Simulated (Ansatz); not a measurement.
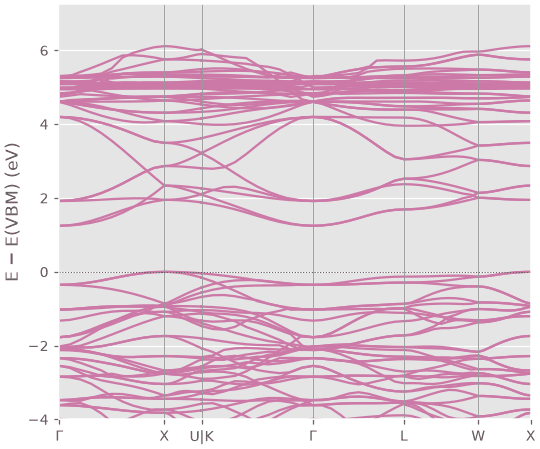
Figure: Band structure from DFT-r²SCAN in the program Ansatz with PAW potentials

**Question.** Read off the gap and where the band edges lie.

**Answer.** About 1.2 eV (1.25 eV by a search for the band edges); maximum at X, minimum at Γ.

**Question.** Pick the material that matches.
(A) La2Pt2O7, Fd-3m (La on 16d, Pt on 16c, O on 48f, O on 8b)
(B) Ge, diamond
(C) Ba2MgMoO6, Fm-3m (Ba on 8c, Mg on 4b, Mo on 4a, O on 24e)
(D) TiNi4GeO8, F-43m (Pearson symbol cF56)

**Answer.** A, La2Pt2O7, Fd-3m (La on 16d, Pt on 16c, O on 48f, O on 8b)

The first step of the workflow began from a Materials Project structure, measured or hypothetical; the Crystallography Open Database copy checked does not list it. Whether it is the stable phase at ambient conditions was not checked. The r²SCAN relaxation kept the symmetry of its start; its stability against distortions is not shown here. The run is not spin-polarised. Scalar-relativistic: spin–orbit coupling is off unless named, which matters more the heavier the elements.

Potentials: the later of the program's two PAW sets.
